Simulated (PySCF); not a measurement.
# C₉H₂₁ClSi: NMR shifts at several levels of theory, part 2 of 2

PySCF 2.14.0. Atoms count from 0. The steps go on from the part before.

## 6. NMR shieldings: KT2/pcSseg-1

Job settings and geometry (Å):

```
{"job": {"kind": "nmr", "xc": "KT2", "basis": "pcSseg-1", "pop": false}, "charge": 0, "multiplicity": 1}
C      4.284204     1.818617     0.598901
C      3.539873     0.527660     0.895967
C      2.428683     0.222394    -0.101535
C      1.674473    -1.072376     0.187974
Si     0.282941    -1.486668    -1.022572
C     -0.587205    -3.055833    -0.451010
C      0.973886    -1.734592    -2.756719
C     -0.957517    -0.053491    -1.066576
C     -1.531896     0.322992     0.296152
C     -2.519591     1.467314     0.207568
Cl    -3.175815     1.904338     1.815837
H      3.602818     2.684881     0.609639
H      5.076904     2.011993     1.337519
H      4.758067     1.787664    -0.395731
H      3.106981     0.570029     1.911288
H      4.249572    -0.318631     0.911919
H      2.860177     0.186270    -1.118598
H      1.721080     1.072020    -0.115332
H      1.243955    -1.036547     1.205612
H      2.378576    -1.924844     0.200520
H     -0.979374    -2.949875     0.572708
H      0.104912    -3.912974    -0.454889
H     -1.432367    -3.305288    -1.112235
H      1.724029    -2.541242    -2.772327
H      0.175016    -2.006447    -3.464990
H      1.456623    -0.818948    -3.132935
H     -1.769909    -0.328267    -1.764070
H     -0.456100     0.820033    -1.521664
H     -2.036282    -0.541045     0.760089
H     -0.724366     0.611493     0.989807
H     -3.377736     1.209454    -0.429806
H     -2.048343     2.372469    -0.202103
```

With the program's defaults for keys left out, this is: GIAO KT2/pcSseg-1 NMR shielding, non-relativistic, gas phase.

The program printed:

```text
coarse grid: 26048 points
cycle   1  E = -1117.2100850544  dE =  4.213e-01  |g| = 8.254e-01  |ddm| = 4.929e+00
cycle   2  E = -1117.0100717908  dE =  2.000e-01  |g| = 1.177e+00  |ddm| = 2.026e+00
cycle   3  E = -1117.3998252571  dE = -3.898e-01  |g| = 9.354e-02  |ddm| = 1.290e+00
cycle   4  E = -1117.4016905014  dE = -1.865e-03  |g| = 3.789e-02  |ddm| = 1.713e-01
cycle   5  E = -1117.4020413138  dE = -3.508e-04  |g| = 1.019e-02  |ddm| = 5.065e-02
cycle   6  E = -1117.4020658638  dE = -2.455e-05  |g| = 3.546e-03  |ddm| = 1.329e-02
cycle   7  E = -1117.4020689298  dE = -3.066e-06  |g| = 6.944e-04  |ddm| = 4.062e-03
final grid: 237360 points
cycle   8  E = -1117.4331989182  dE = -3.218e-04  |g| = 2.851e-02  |ddm| = 7.187e-02
cycle   9  E = -1117.4329570687  dE =  2.418e-04  |g| = 3.962e-02  |ddm| = 6.025e-02
cycle  10  E = -1117.4333462768  dE = -3.892e-04  |g| = 5.776e-03  |ddm| = 4.446e-02
cycle  11  E = -1117.4333542557  dE = -7.979e-06  |g| = 1.919e-03  |ddm| = 7.942e-03
cycle  12  E = -1117.4333552269  dE = -9.712e-07  |g| = 2.087e-04  |ddm| = 1.915e-03
cycle  13  E = -1117.4333552361  dE = -9.209e-09  |g| = 7.121e-05  |ddm| = 3.003e-04
cycle  14  E = -1117.4333552374  dE = -1.326e-09  |g| = 1.738e-05  |ddm| = 9.376e-05
cycle  15  E = -1117.4333552375  dE = -7.140e-11  |g| = 6.497e-06  |ddm| = 2.492e-05
converged SCF energy = -1117.4333552375

GIAO shielding tensors (ppm)
atom      isotropic    diamagn.    paramagn.     s11        s22        s33       span
  0 C      166.413     244.039     -77.626    154.200    159.290    185.750     31.550
  1 C      149.895     248.184     -98.290    133.691    146.349    169.644     35.953
  2 C      152.230     253.043    -100.813    137.397    148.303    170.989     33.592
  3 C      165.366     258.349     -92.984    151.676    157.228    187.193     35.517
  4 Si     359.897     887.287    -527.390    354.314    361.361    364.016      9.702
  5 C      186.293     255.363     -69.070    180.334    185.536    193.009     12.675
  6 C      186.394     255.193     -68.799    180.538    185.764    192.880     12.342
  7 C      168.567     257.903     -89.336    157.249    160.631    187.820     30.571
  8 C      149.820     252.039    -102.218    128.326    148.277    172.858     44.532
  9 C      130.363     247.480    -117.116     97.821    129.554    163.716     65.895
 10 Cl     831.024    1147.672    -316.648    643.050    767.924   1082.097    439.047
 11 H       30.293      29.780       0.513     26.080     29.227     35.572      9.493
 12 H       29.934      23.569       6.365     25.371     27.016     37.416     12.045
 13 H       30.296      27.006       3.290     26.289     28.651     35.948      9.659
 14 H       29.908      32.456      -2.547     25.418     30.503     33.804      8.386
 15 H       29.940      29.742       0.198     25.127     30.325     34.369      9.242
 16 H       30.106      35.513      -5.407     24.535     32.565     33.218      8.683
 17 H       30.163      38.450      -8.287     24.363     32.162     33.965      9.602
 18 H       30.496      37.516      -7.020     27.116     30.551     33.821      6.705
 19 H       30.759      34.430      -3.671     26.098     30.767     35.413      9.315
 20 H       30.956      33.729      -2.773     26.345     29.737     36.787     10.442
 21 H       31.192      30.074       1.117     26.800     28.662     38.113     11.313
 22 H       31.260      30.858       0.402     27.142     28.270     38.367     11.226
 23 H       31.234      30.020       1.214     27.097     28.219     38.386     11.289
 24 H       31.231      30.399       0.832     26.838     28.765     38.091     11.253
 25 H       30.986      33.232      -2.246     26.374     29.720     36.865     10.492
 26 H       30.954      34.599      -3.645     26.122     30.926     35.814      9.692
 27 H       30.660      36.930      -6.271     27.099     30.556     34.324      7.225
 28 H       29.716      34.352      -4.636     23.958     32.378     32.813      8.855
 29 H       29.737      36.233      -6.496     23.661     31.792     33.757     10.096
 30 H       27.957      29.270      -1.313     21.749     29.694     32.428     10.679
 31 H       27.953      30.476      -2.522     22.139     29.519     32.202     10.062
```

Wall time 49 s (8 threads of Intel Xeon Platinum 8375C at 2.90GHz (Ice Lake), shared host).

Key values: δ C9 52.9, C8 33.4, C1 33.3, C2 31.0, H30 3.22, H28 1.45 ppm (means over like atoms).

## 7. NMR shieldings: HF/pcSseg-1

The job, as its differences from that of step 6:

```diff
@@ -1,2 +1,2 @@
-{"job": {"kind": "nmr", "xc": "KT2", "basis": "pcSseg-1", "pop": false}, "charge": 0, "multiplicity": 1}
+{"job": {"kind": "nmr", "xc": "HF", "basis": "pcSseg-1", "pop": false}, "charge": 0, "multiplicity": 1}
 C      4.284204     1.818617     0.598901
```

Level: GIAO HF/pcSseg-1 NMR shielding, non-relativistic, gas phase.

The program printed:

```text
final grid: 237360 points
cycle   1  E = -1101.2737986935  dE =  1.666e+00  |g| = 5.893e-01  |ddm| = 4.642e+00
cycle   2  E = -1101.3891215146  dE = -1.153e-01  |g| = 2.407e-01  |ddm| = 8.125e-01
cycle   3  E = -1101.4040275547  dE = -1.491e-02  |g| = 8.645e-02  |ddm| = 2.950e-01
cycle   4  E = -1101.4065554637  dE = -2.528e-03  |g| = 8.811e-03  |ddm| = 1.179e-01
cycle   5  E = -1101.4065940095  dE = -3.855e-05  |g| = 3.004e-03  |ddm| = 1.935e-02
cycle   6  E = -1101.4065987627  dE = -4.753e-06  |g| = 9.555e-04  |ddm| = 6.940e-03
cycle   7  E = -1101.4065993253  dE = -5.626e-07  |g| = 2.838e-04  |ddm| = 2.495e-03
cycle   8  E = -1101.4065993856  dE = -6.034e-08  |g| = 7.778e-05  |ddm| = 8.811e-04
cycle   9  E = -1101.4065993890  dE = -3.385e-09  |g| = 2.211e-05  |ddm| = 1.839e-04
cycle  10  E = -1101.4065993893  dE = -2.901e-10  |g| = 6.212e-06  |ddm| = 5.175e-05
converged SCF energy = -1101.4065993893

GIAO shielding tensors (ppm)
atom      isotropic    diamagn.    paramagn.     s11        s22        s33       span
  0 C      174.455     240.632     -66.177    163.511    169.063    190.789     27.278
  1 C      162.714     244.127     -81.413    149.181    158.557    180.404     31.223
  2 C      165.570     250.423     -84.853    153.477    160.968    182.266     28.789
  3 C      178.243     258.104     -79.862    168.636    170.648    195.444     26.808
  4 Si     390.559     878.962    -488.402    384.806    391.883    394.989     10.183
  5 C      193.590     255.359     -61.770    189.703    192.823    198.243      8.539
  6 C      193.654     255.110     -61.456    189.990    192.837    198.134      8.145
  7 C      180.845     258.072     -77.228    172.578    174.302    195.655     23.077
  8 C      163.227     248.946     -85.719    144.261    160.977    184.442     40.181
  9 C      142.739     242.781    -100.042    111.887    140.849    175.481     63.594
 10 Cl     918.067    1145.144    -227.077    768.955    879.567   1105.680    336.725
 11 H       30.776      28.476       2.300     25.988     29.706     36.634     10.645
 12 H       30.459      24.827       5.632     25.476     27.208     38.693     13.217
 13 H       30.775      27.074       3.701     26.215     29.087     37.022     10.807
 14 H       30.603      31.644      -1.042     25.492     31.039     35.276      9.784
 15 H       30.625      30.682      -0.057     25.187     30.794     35.894     10.706
 16 H       30.912      35.812      -4.900     24.643     33.147     34.946     10.303
 17 H       30.994      37.221      -6.227     24.453     33.071     35.457     11.004
 18 H       31.480      37.464      -5.984     27.564     31.084     35.792      8.228
 19 H       31.608      35.276      -3.668     26.319     31.189     37.316     10.997
 20 H       31.551      33.921      -2.370     26.608     30.180     37.864     11.256
 21 H       31.672      30.338       1.334     26.798     28.905     39.312     12.513
 22 H       31.761      31.128       0.633     27.275     28.617     39.391     12.116
 23 H       31.726      30.291       1.434     27.216     28.551     39.410     12.194
 24 H       31.723      30.644       1.079     26.859     29.026     39.285     12.426
 25 H       31.585      33.448      -1.863     26.646     30.169     37.939     11.293
 26 H       31.796      35.266      -3.470     26.425     31.328     37.636     11.212
 27 H       31.638      37.034      -5.396     27.612     31.079     36.222      8.610
 28 H       30.403      34.205      -3.801     23.908     33.309     33.994     10.086
 29 H       30.431      35.132      -4.701     23.582     32.765     34.948     11.366
 30 H       28.626      29.401      -0.774     22.039     30.144     33.697     11.658
 31 H       28.630      29.612      -0.982     22.442     30.104     33.345     10.903
```

Wall time 37 s (8 threads of Intel Xeon Platinum 8375C at 2.90GHz (Ice Lake), shared host).

This run: δ C9 48.1, C1 28.1, C8 27.6, C2 25.3, H30 3.06, H28 1.27 ppm (means over like atoms).

## 8. Run by run: NMR shifts

Shifts (ppm) of some atoms, chosen among heavy atoms and hydrogens apart, means over like atoms, with basis size and wall time:

| run | C9 | C8 | C2 | C3 | H18 | H26 | Cl10 | functions | time |
| --- | --- | --- | --- | --- | --- | --- | --- | --- | --- |
| PBE0/pcSseg-1 | 52.5 | 31.0 | 28.9 | 16.2 | 0.41 | 0.23 | 95 | 306 | 61 s |
| PBE/pcSseg-1 | 54.4 | 33.1 | 31.1 | 18.1 | 0.52 | 0.34 | 119 | 306 | 49 s |
| wB97X-D/pcSseg-1 | 52.0 | 30.6 | 28.2 | 15.4 | 0.35 | 0.18 | 86 | 306 | 86 s |
| KT2/pcSseg-1 | 52.9 | 33.4 | 31.0 | 17.9 | 0.55 | 0.37 | 112 | 306 | 49 s |
| HF/pcSseg-1 | 48.1 | 27.6 | 25.3 | 12.6 | 0.14 | -0.03 | 38 | 306 | 37 s |

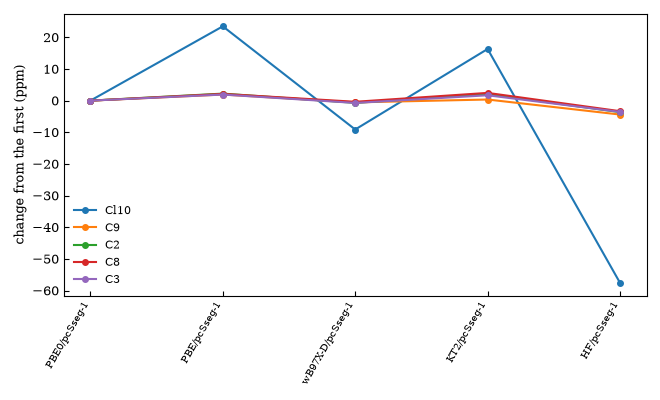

How five of the tabulated atoms move from run to run.

## 9. Summary of results

What follows sums up all 2 parts.

```
                                                               quantity                                               value
                                                            point group                                                  C1
                                   rotational constants (main isotopes)                                0.70, 0.39, 0.28 GHz
13C shifts against TMS (PBE0/pcSseg-1, means over atoms taken as alike)  52.5, 31.3, 31.0, 28.9, 16.5, 16.2, 13.3, -3.2 ppm
 1H shifts against TMS (PBE0/pcSseg-1, means over atoms taken as alike)  3.15, 1.38, 1.19, 0.98, 0.94, 0.41, 0.23, 0.02 ppm
                                29Si shifts against TMS (PBE0/pcSseg-1)                                             2.3 ppm
                                35Cl shifts against HCl (PBE0/pcSseg-1)                                              95 ppm
                                             range of the shift of Cl10                                       38 to 119 ppm
```

**Reading.** Single values in the summary come from the first run of each kind that ended normally (PBE0/pcSseg-1), which need not be the best level. The optimisation took 4 steps and gained 0.124 eV; among the close pairs (by a distance rule), Si4–C6 changed most, from 1.908 to 1.883 Å. No frequency check was run at this level, so the end point may be a saddle. At PBE0/pcSseg-1: Shielding is most anisotropic at Cl10 (span 422 ppm, paramagnetic term -298 ppm). Across the 5 runs the shift of Cl10 moves most, between 38 (HF/pcSseg-1) and 119 ppm (PBE/pcSseg-1).
